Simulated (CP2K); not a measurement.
# BSiNH4O (SMILES O[SiH]1BN1) at PM6

What is the vertical electron affinity of BSiNH4O at PM6? 

Program for the calculation: CP2K 2026.2.

3 further runs of the same task are left out: 2 that didn't finish, 1 set aside as unsound or not needed.

## Step 1: The structure to begin with

The species is BSiNH4O (8 atoms), meant as a singlet with charge 0. As SMILES, `O[SiH]1BN1`. Geometry: relaxed at GFN2-xTB. This is one conformer, not always the lowest.

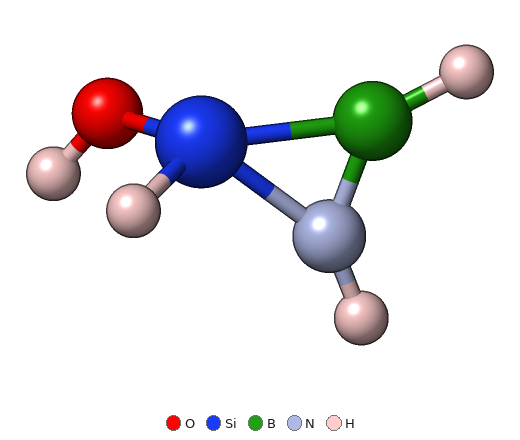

Viewed from a chosen angle; oxygen red, silicon blue, boron green, nitrogen light blue, hydrogen pink.

## Step 2: Energy and forces at PM6

Contents of molecule.pdb:

```
HETATM    1 O    MOL A   1      -0.525   1.195  -1.385  1.00  0.00           O
HETATM    2 Si   MOL A   1       0.208   0.763   0.011  1.00  0.00          SI
HETATM    3 B    MOL A   1       1.125  -0.892   0.172  1.00  0.00           B
HETATM    4 N    MOL A   1      -0.188  -0.900   0.567  1.00  0.00           N
HETATM    5 H    MOL A   1      -1.459   1.392  -1.437  1.00  0.00           H
HETATM    6 H    MOL A   1      -0.276   1.661   1.061  1.00  0.00           H
HETATM    7 H    MOL A   1       1.987  -1.666   0.094  1.00  0.00           H
HETATM    8 H    MOL A   1      -0.872  -1.553   0.917  1.00  0.00           H
END
```

Contents of job.inp:

```
&GLOBAL
 PROJECT job
 RUN_TYPE ENERGY_FORCE
 PRINT_LEVEL MEDIUM
&END GLOBAL
&FORCE_EVAL
 METHOD QUICKSTEP
 &DFT
  &QS
   METHOD PM6
   EPS_DEFAULT 1.0E-10
   &SE
    &COULOMB
     CUTOFF [angstrom] 50
     RC_RANGE [angstrom] 0
    &END COULOMB
    &EXCHANGE
     CUTOFF [angstrom] 50
     RC_RANGE [angstrom] 0
    &END EXCHANGE
   &END SE
  &END QS
  &POISSON
   PERIODIC NONE
   POISSON_SOLVER ANALYTIC
  &END POISSON
  &SCF
   SCF_GUESS ATOMIC
   EPS_SCF 1.0E-07
   MAX_SCF 100
   &DIAGONALIZATION
    ALGORITHM STANDARD
   &END DIAGONALIZATION
   &MIXING
    METHOD DIRECT_P_MIXING
    ALPHA 0.4
   &END MIXING
  &END SCF
  &PRINT
   &MOMENTS
    PERIODIC F
    REFERENCE COM
    MAX_MOMENT 1
   &END MOMENTS
   &MO ON
    ENERGIES T
    OCCUPATION_NUMBERS T
    NDIGITS 6
    &EACH
     QS_SCF 0
    &END EACH
    ADD_LAST NUMERIC
   &END MO
   &HIRSHFELD OFF
   &END HIRSHFELD
  &END PRINT
 &END DFT
 &SUBSYS
  &CELL
   ABC 13.4 13.3 12.5
   PERIODIC NONE
  &END CELL
  &TOPOLOGY
   COORD_FILE_NAME molecule.pdb
   COORD_FILE_FORMAT PDB
   CONN_FILE_FORMAT OFF
   &CENTER_COORDINATES
   &END CENTER_COORDINATES
  &END TOPOLOGY
 &END SUBSYS
 &PRINT
  &FORCES ON
  &END FORCES
 &END PRINT
&END FORCE_EVAL
```

The run is started by

```
$ OMP_NUM_THREADS=1 cp2k.psmp job.inp > job.out
```

The program printed:

```text
CP2K| version string:                                       CP2K version 2026.2
[...]
 GLOBAL| Method name                                                        CP2K
[...]
 GLOBAL| Run type                                                   ENERGY_FORCE
[...]
                             - Atoms:                                          8
[...]
                             - Spherical basis functions:                     25
[...]
 Number of electrons:                                                         22
[...]
     1 P_Mix/Diag. 0.40E+00    0.0     0.71523784       -18.6138773324 -1.86E+01
[...]
    21 DIIS/Diag.  0.34E-07    0.0     0.00000006       -24.0050085701 -2.13E-14
  *** SCF run converged in    21 steps ***
  Core-core repulsion energy [eV]:                           1085.42322470866702
  Core Hamiltonian energy [eV]:                             -1066.24022345496769
  Two-electron integral energy [eV]:                        -1344.78500787068333
  Electronic energy [eV]:                                   -1738.63272739030958
  Total energy [eV]:                                         -653.20950268164245
  Atomic reference energy [eV]:                               652.13648075603601
  Heat of formation [kcal/mol]:                               -24.74447540062440
[...]
 SE_DIPOLE| Moment [Debye]          2.22358894      -0.32163063      -0.68852844
 SE_DIPOLE| Derivative [a.u.]       0.00000000       0.00000000       0.00000000
 ENERGY| Total FORCE_EVAL ( QS ) energy [hartree]            -24.005008570126783
 FORCES| Atomic forces [hartree/bohr]
 FORCES|   Atom     x               y               z               |f|
 FORCES|      1 -1.63271700E-02  9.75175122E-03  3.50062180E-03   1.93372047E-02
 FORCES|      2 -1.69642864E-02 -1.34727409E-02  1.72432463E-02   2.76881076E-02
 FORCES|      3  3.94447503E-02 -1.72771394E-02 -4.52068531E-03   4.32992432E-02
 FORCES|      4 -3.46349054E-02  2.30837082E-02  6.23475911E-03   4.20868920E-02
 FORCES|      5  4.53821978E-03  2.35557901E-03 -1.58483693E-02   1.66527776E-02
 FORCES|      6  5.96052392E-03  3.93834343E-03 -2.71467721E-03   7.64250395E-03
 FORCES|      7  9.24570766E-03 -7.10290893E-03 -1.57482414E-03   1.17649690E-02
 FORCES|      8  8.73716017E-03 -1.27659262E-03 -2.32007128E-03   9.12964333E-03
 FORCES| Sum     1.38777878E-17  8.32667268E-17  5.16947596E-16
 FORCES| Total atomic force                                       5.23794576E-16
[...]
```

Wall time 0.42 s (1 thread of Arm Neoverse N1, shared host); peak memory 0.14 GiB.

## Step 3: The doublet anion

molecule.pdb is that of step 2.

Contents of qs.inp:

```
&FORCE_EVAL
  METHOD QS
  &DFT
    CHARGE -1
    MULTIPLICITY 2
    SPIN_POLARIZED T
    &QS
      METHOD PM6
      EPS_DEFAULT 1.0E-10
      &SE
        &COULOMB
          CUTOFF [angstrom] 50
          RC_RANGE [angstrom] 0
        &END COULOMB
        &EXCHANGE
          CUTOFF [angstrom] 50
          RC_RANGE [angstrom] 0
        &END EXCHANGE
      &END SE
    &END QS
    &POISSON
      PERIODIC NONE
      POISSON_SOLVER ANALYTIC
    &END POISSON
    &SCF
      SCF_GUESS ATOMIC
      EPS_SCF 1.0E-07
      MAX_SCF 30
      &OT
        MINIMIZER DIIS
        PRECONDITIONER FULL_ALL
      &END OT
      &OUTER_SCF
        EPS_SCF 1.0E-07
        MAX_SCF 8
      &END OUTER_SCF
    &END SCF
    ! extra output
    &PRINT
      &MOMENTS
        PERIODIC F
        REFERENCE COM
        MAX_MOMENT 1
      &END MOMENTS
      &MO_CUBES
        NLUMO 5
        NHOMO -1
        WRITE_CUBE F
      &END MO_CUBES
      &HIRSHFELD OFF
      &END HIRSHFELD
    &END PRINT
  &END DFT
  &SUBSYS
    ! box in angstrom
    &CELL
      ABC 13.4 13.3 12.5
      PERIODIC NONE
    &END CELL
    &TOPOLOGY
      COORD_FILE_NAME molecule.pdb
      COORD_FILE_FORMAT PDB
      CONN_FILE_FORMAT OFF
      &CENTER_COORDINATES
      &END CENTER_COORDINATES
    &END TOPOLOGY
  &END SUBSYS
  &PRINT
    &FORCES ON
    &END FORCES
  &END PRINT
&END FORCE_EVAL
&GLOBAL
  PROJECT_NAME qs
  RUN_TYPE ENERGY_FORCE
  PRINT_LEVEL MEDIUM
&END GLOBAL
```

The run is started by

```
$ OMP_NUM_THREADS=1 cp2k.psmp qs.inp > qs.out
```

The program printed:

```text
CP2K| version string:                                       CP2K version 2026.2
[...]
 GLOBAL| Method name                                                        CP2K
[...]
 GLOBAL| Run type                                                   ENERGY_FORCE
[...]
                             - Atoms:                                          8
[...]
                             - Spherical basis functions:                     25
[...]
 Number of electrons:                                                         12
[...]
     1 OT DIIS     0.15E+00    0.0     0.19904333       -19.5476433860 -1.95E+01
[...]
    25 OT DIIS     0.15E+00    0.0     0.00000009       -24.0197580520 -6.06E-12
  *** SCF run converged in    25 steps ***
  Core-core repulsion energy [eV]:                           1085.42322470866702
  Core Hamiltonian energy [eV]:                             -1085.25041280846108
  Two-electron integral energy [eV]:                        -1307.56733679001354
  Electronic energy [eV]:                                   -1739.03408120346785
  Total energy [eV]:                                         -653.61085649480083
  Atomic reference energy [eV]:                               652.13648075603601
  Heat of formation [kcal/mol]:                               -33.99991493978604
[...]
 SE_DIPOLE| Moment [Debye]          4.85191416       1.45444071      -0.24834686
 SE_DIPOLE| Derivative [a.u.]       0.00000000       0.00000000       0.00000000
 *** WARNING in qs_scf_post_se.F:140 :: Printing of MO cube files not ***
 *** implemented for Semi-Empirical method.                           ***
 ENERGY| Total FORCE_EVAL ( QS ) energy [hartree]            -24.019758052009408
 FORCES| Atomic forces [hartree/bohr]
 FORCES|   Atom     x               y               z               |f|
 FORCES|      1 -3.23672272E-02  1.03695291E-02 -6.93534313E-03   3.46880889E-02
 FORCES|      2  1.71083374E-02  2.12650973E-02  1.28738219E-02   3.01767271E-02
 FORCES|      3  3.46716683E-02 -2.12223418E-02 -7.07475839E-03   4.12621446E-02
 FORCES|      4 -3.75348209E-02  4.16671970E-03  1.35326661E-02   4.01167968E-02
 FORCES|      5  7.77764709E-03  4.62988467E-04 -1.33323710E-02   1.54420940E-02
 FORCES|      6 -6.33535292E-03 -1.75825600E-03  1.39918873E-03   6.72204506E-03
 FORCES|      7  6.61755748E-03 -1.21836895E-02  2.22583578E-03   1.40423895E-02
 FORCES|      8  1.00621908E-02 -1.10004727E-03 -2.68903999E-03   1.04732384E-02
 FORCES| Sum    -3.46944695E-17  2.22044605E-16  7.97972799E-17
 FORCES| Total atomic force                                       2.38485049E-16
[...]
```

Wall time 1.7 s (1 thread of Arm Neoverse N1, shared host); peak memory 0.14 GiB.

## Step 4: Summary of results

At PM6:

| quantity | value |
| --- | --- |
| singlet BSiNH4O: total energy | -24.00501 Eh |
| singlet BSiNH4O: dipole moment | 2.35 D |
| singlet BSiNH4O: HOMO energy | -8.23 eV |
| singlet BSiNH4O: heat of formation at this unrelaxed shape | -24.7 kcal/mol |
| singlet BSiNH4O: largest force on an atom | 2.227 eV/Å |
| doublet anion: total energy | -24.01976 Eh |
| doublet anion: heat of formation at this unrelaxed shape | -34.0 kcal/mol |
| doublet anion: largest force on an atom | 2.122 eV/Å |
| vertical electron affinity (to the doublet anion) | 0.401 eV |

In words: At fixed nuclei the extra electron is bound by 0.40 eV (9.3 kcal/mol). The largest force (singlet BSiNH4O) is 2.23 eV/Å: the shape isn't a stationary point for this species at this level. A minimal valence basis can't be trusted even for the sign of an electron affinity.
